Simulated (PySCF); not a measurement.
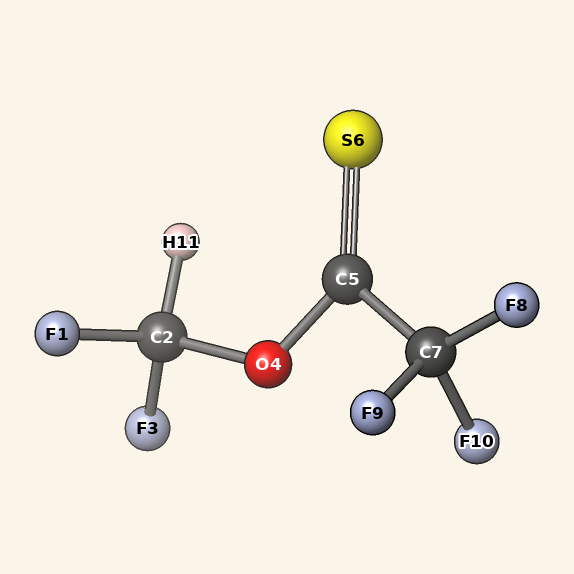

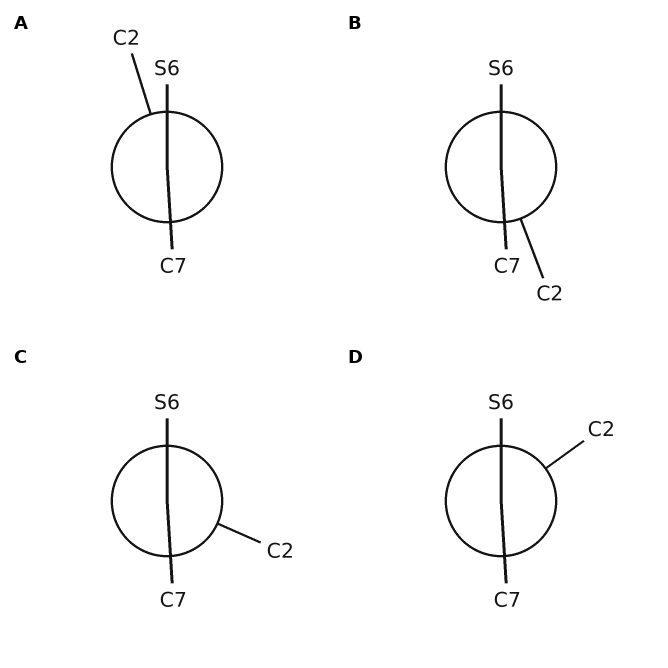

Distant atoms are faded towards the background colour. Bonds that would overlap in a projection are set slightly apart. Geometry: a frame of a GFN2-xTB molecular-dynamics simulation, not a minimum.

**Which Newman projection shows the view along C5–O4, with C5 in front?**

A. The torsion angle S6–C5–O4–C2 is −6°, synperiplanar (eclipsed).
